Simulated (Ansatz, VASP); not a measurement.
## TiAl3 in two plane-wave programs

Aim: how closely do two programs agree when they are given the same cell, functional and k mesh? The cell comes out of the VASP series on this material, whose earlier steps may have relaxed, scaled or displaced it; both programs get it as it stands.

Program: Ansatz 0.2.0. Level of theory: plane waves, with VASP 6.6.1 beside it; band structure at r2SCAN with rVV10. Results are calculated unless marked as measured.

**1. Set-up**

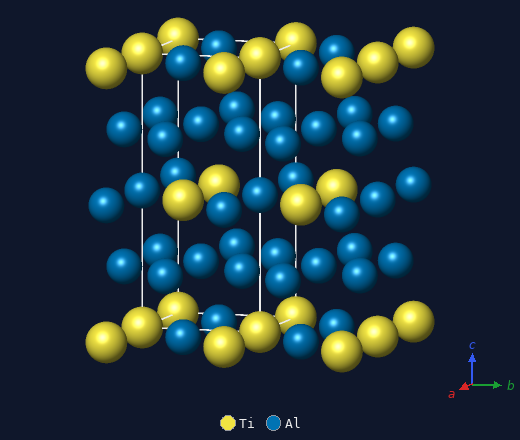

The starting structure, seen slightly off an axis (titanium yellow, aluminium blue). 2×2×1 cells are drawn. This picture shows the conventional cell, with its axes. Some periodic images of atoms are drawn too.

**2. Ansatz: band structure, r2SCAN with rVV10**

Ansatz runs on its default PAW (the set named soft_2) files.

Levels along a path test the potential and the projectors away from the mesh points.

input.yaml reads:

```yaml
crystal:
  lattice:
    - [0.0, -3.8132887164, 0.0]
    - [-3.8132887164, 0.0, 0.0]
    - [1.9066443582, -1.9066443582, -4.2788394424]
  atoms:
    - { symbol: Ti, position: [0.0, 0.0, 0.0] }
    - { symbol: Al, position: [0.5, 0.5, 0.0] }
    - { symbol: Al, position: [0.75, 0.75, 0.5] }
    - { symbol: Al, position: [0.25, 0.25, 0.5] }
hamiltonian:
  xc: r2scan
  pseudopotentials: { kind: paw }
  dispersion: rvv10
kpoints:
  mp_grid: { grid: [7, 7, 7] }
  band_path:
    path:
      - [0.0, 0.0, 0.0]
      - [0.2, -0.2, 0.2]
      - [0.4, -0.4, 0.4]
      - [0.51324, -0.48676, 0.5]
      - [0.55295, -0.44705, 0.5]
      - [0.59266, -0.40734, 0.5]
      - [0.59928, -0.29386, 0.44657]
      - [0.59928, -0.13357, 0.36643]
      - [0.59928, 0.0, 0.29964]
      - [0.35957, 0.0, 0.17978]
      - [0.11986, 0.0, 0.05993]
      - [0.0, 0.0, -0.06667]
      - [0.0, 0.0, -0.26667]
      - [0.0, 0.0, -0.46667]
      - [0.10686, 0.0, -0.44657]
      - [0.26715, 0.0, -0.36643]
      - [0.40072, 0.0, -0.29964]
      - [0.44043, 0.0, -0.17978]
      - [0.48014, 0.0, -0.05993]
      - [0.5, -0.06667, 0.03333]
      - [0.5, -0.26667, 0.13333]
      - [0.5, -0.46667, 0.23333]
      - [0.47353, -0.47353, 0.15686]
      - [0.43381, -0.43381, 0.01715]
      - [0.40072, -0.40072, -0.09928]
      - [0.24043, -0.24043, -0.25957]
      - [0.08014, -0.08014, -0.41986]
      - [0.5, -0.5, 0.46667]
      - [0.5, -0.5, 0.36667]
      - [0.5, -0.5, 0.25]
    npoints: 1
scf:
  occupations: { method: methfessel_paxton, width: 0.2 }
  n_extra_bands: 8
output:
  forces: true
  stress: true
  eigenvalues: true
```

The run is started by

```console
> ansatz run input.yaml --threads 2 --pin off --max-ram 4608MiB --backend cpu --events-out ev --progress --plain --runs-dir out
```

Numbers of over 12 decimals in the logs are rounded to 6 here.

Log:

```text
scf.n_extra_bands = 8 over 11 filled bands (N_el = 21.0): the run solves 19 bands
Engine: ansatz 0.2.0, x86_64-unknown-linux-gnu
Pseudopotentials: kind: paw
Pseudopotential: Ti, paw, valence charge 12, recommended cutoff 500 eV (meta_gga), Ti.paw.azcp
Pseudopotential: Al, paw, valence charge 3, recommended cutoff 500 eV (meta_gga), Al.paw.azcp
Functional definition: r2SCAN+rVV10
  parameter k0 = 0.174
  parameter k1 = 0.065
  parameter a1 = 4.9479
  exchange = r2scan_x(k0 = k0, k1 = k1, a1 = a1)
  correlation = r2scan_c + rvv10(11.95, 0.0093)
Crystal: 4 atoms, lattice volume = 62.219 Å³
Basis set: ecut = 500 eV, 1555 PW (Γ), exchange–correlation on 128×128×180 points (64 copies of the dense FFT grid, shifted against one another)
Bands: 19, of which v1, the nominal top of the filled ones, is band 11 counted from 1 (10 counted from 0)
Symmetry: 16 space group operations
Space group: I4/mmm (ITA 139), of the structure as read, at distance tolerance 4.0e-5 Å
k-points: 40 of 343
Non-local potential: Ti, projectors of the file, l = 0: 3, l = 1: 2, l = 2: 3, l = 3: 1
Non-local potential: Al, projectors of the file, l = 0: 2, l = 1: 2, l = 2: 1
PAW form: soft (Blöchl's): semilocal exchange-correlation on the pseudo side does not see the compensation charge
rVV10 density: all electrons in the spheres
PAW frozen core: Ti, regenerated for the run's functional (the file was generated under x = pbe(κ = 0.804, μ = 0.219515), c = pbe(β = 0.066725))
PAW frozen core: Al, regenerated for the run's functional (the file was generated under x = pbe(κ = 0.804, μ = 0.219515), c = pbe(β = 0.066725))
PAW one-centre angular grid: Ti, 590 points (default); XC on 160 Gauss nodes
PAW one-centre angular grid: Al, 302 points (default); XC on 160 Gauss nodes
Initial density: superposition of atomic densities (neutral atoms: chi_scale 0, normalization atom), corrected by the library's trained network
Initial wavefunctions: pseudopotential atomic-orbital guess
Functional: x = r2scan, c = r2scan + rvv10(b = 11.95, C = 0.0093); τ floored in thin density (d = 2e-4 eV/Å³)
SCF iter   1: F=—  HF=-4125.325140 eV  |F-HF|=—  |Δ(HF+E_count)|=         —  Δρ=1.34e-2  dr2=1.50e-1  dr2_τ=2.84e-2  ethr=1.77e-3  ⟨swp⟩=5.9  Hψ=4195  notcnv=0
preconditioner: auto → Kerker (q_TF=auto, 2.277 Å⁻¹)  [metal: Δε(μ)=0.038 eV  Ē_g=7.687 eV  σ=0.200 eV  W_gap=0.16  n_scr=10 (ndim 8)  ℏωp=17.0 eV  f_vac=0.000  D(μ)=1.45/eV (n_scr^D=10)]
SCF iter   2: F=—  HF=-4125.360603 eV  |F-HF|=—  |Δ(HF+E_count)|=   3.55e-2  S|Δr|=    0.00e0  Δρ=4.96e-3  dr2=1.85e-2  dr2_τ=3.78e-3  ethr=7.15e-4  ⟨swp⟩=3.0  Hψ=1754  notcnv=0  defer=79
SCF iter   3: F=—  HF=-4125.359544 eV  |F-HF|=—  |Δ(HF+E_count)|=   1.06e-3  S|Δr|=    0.00e0  Δρ=2.37e-3  dr2=3.30e-3  dr2_τ=7.41e-5  ethr=8.82e-5  ⟨swp⟩=2.0  Hψ=803  notcnv=0  defer=79
SCF iter   4: F=—  HF=-4125.359491 eV  |F-HF|=—  |Δ(HF+E_count)|=   5.32e-5  S|Δr|=    0.00e0  Δρ=2.66e-4  dr2=5.34e-5  dr2_τ=3.14e-6  ethr=1.57e-5  ⟨swp⟩=2.7  Hψ=1069  notcnv=0  defer=79
SCF iter   5: F=—  HF=-4125.359512 eV  |F-HF|=—  |Δ(HF+E_count)|=   2.15e-5  S|Δr|=    0.00e0  Δρ=1.12e-4  dr2=9.49e-6  dr2_τ=4.61e-7  ethr=2.54e-7  ⟨swp⟩=2.9  Hψ=992  notcnv=0  defer=78
SCF iter   6: F=—  HF=-4125.359511 eV  |F-HF|=—  |Δ(HF+E_count)|=   1.95e-6  S|Δr|=    0.00e0  Δρ=3.25e-5  dr2=9.85e-7  dr2_τ=2.25e-8  ethr=4.52e-8  ⟨swp⟩=1.0  Hψ=687  notcnv=0  defer=78
SCF iter   7: F=-4125.359510 eV  HF=-4125.359510 eV  |F-HF|=2.90e-9  |Δ(HF+E_count)|=   1.45e-7  S|Δr|=    0.00e0  Δρ=3.83e-6  dr2=1.06e-8  dr2_τ=3.86e-10  ethr=4.76e-10  ⟨swp⟩=7.1  Hψ=3597  notcnv=0
SCF 1 converged in 7 iterations: F = -4125.359510 eV  dr2 = 1.06e-8
  greatest PAW one-centre occupation: 1.001 electrons in one spin orbital (limit 2), on the Ti atom at site 0 (counted from 0), in its partial waves of l = 1
NSCF: frozen V_eff on 30 k-points
SCF converged after 7 iterations
Stability not checked: this state was not tested for a lower state beside it, because cold or Methfessel-Paxton smearing, or corrected tetrahedra, fill the levels in a way that the test cannot read (fill_not_monotonic; see scf.lower_state_search)
Free energy (F): -4125.359510 eV
Harris-Foulkes:  -4125.359510 eV  (|F-HF|=2.90e-9)
Internal energy: -4125.360967 eV  (E = F + TS)
E sigma→0 (E₀):  -4125.359874 eV
Entropy (-TS):   0.001456 eV (0.364 meV/atom)
Fermi energy:    9.761638 eV
--- Per-component energies (eV) ---
  E_band       = -164.703273
  E_kinetic    = 345.449139
  E_local      = -1180.855784  (includes V_loc(G=0)·N_el)
  E_nonlocal   = 37.640034
  E_hartree    = 520.243912
  E_xc         = -202.964786
  E_vxc        = -228.468307  (∫ρ·V_xc dr)
  E_paw        = -2477.166652  (= ΣΔE_a)
  E_vpaw       = -191.703820  (= ΣTr[D̂ρ^β])
  E_aug_tail   = 0.000044  (compensation charges beyond the density's cutoff)
  E_vtau       = 12.750221  (kinetic-family band-sum trace: ∫τ·v_τ [+ j·A + Jᵃ·Aᵃ] dr)
  E_ewald      = -1167.273092
  E_core_change = -0.433781  (= ΣΔE_core)
  E_smearing   = 0.001456  (= −TS)
  E_closure    = 0.000000  (closes the sum)
  Σ components = -4125.359510   (vs F -4125.359510, Δ=0.00e0)
--- Forces (eV/Å), atoms counted from 1 ---
  atom   1  Ti     0.00000000    -0.00000000    -0.00000000
  atom   2  Al     0.00000000     0.00000000     0.00000000
  atom   3  Al     0.00000000     0.00000000     0.00000000
  atom   4  Al    -0.00000000     0.00000000     0.00000000
  max |Σ_I F_I| component: 6.94e-18 eV/Å
--- Stress (GPa, compression-positive) ---
        0.166081       0.000000       0.000000
        0.000000       0.166081       0.000000
        0.000000       0.000000       0.148882
  P = ⅓ Tr σ = 0.1603 GPa (1.603 kbar)
--- Band table (eV; the first three rows and the last of 40) ---
  k-point 0: bands = [... 7 lower, 8.2828, 8.4440, 8.4440, 10.6333, 11.5427, 11.5427, 11.9470, 12.6923, ... 4 higher]
  k-point 1: bands = [... 7 lower, 8.4849, 8.4849, 8.6151, 10.6569, 11.3252, 11.3252, 11.4985, 13.0533, ... 4 higher]
  k-point 2: bands = [... 7 lower, 8.5920, 8.5920, 9.5922, 10.7110, 10.9064, 10.9064, 11.7050, 13.9389, ... 4 higher]
  k-point 39: bands = [... 7 lower, 6.2378, 6.6659, 8.1490, 8.6632, 11.7374, 11.8618, 12.0369, 13.0137, ... 4 higher]
```

It took 9 s on 2 threads of AMD EPYC 7R43, shared host; peak memory 0.61 GiB; 17 s of CPU time.

(Continued in part 2 of 2.)

[Lines on the potential files, build, host, timing and source positions are cut from VASP's logs without a mark.]

[Logs are printed without paths, hosts, clocks, repeated set-up lines and the standing remarks that a program may print on its own settings, such as how far it seeks lower states.]

[Hosts, paths, dates, database ids (printed as entryN), source tags and the programs' standing remarks are cut or masked in the printed files.]
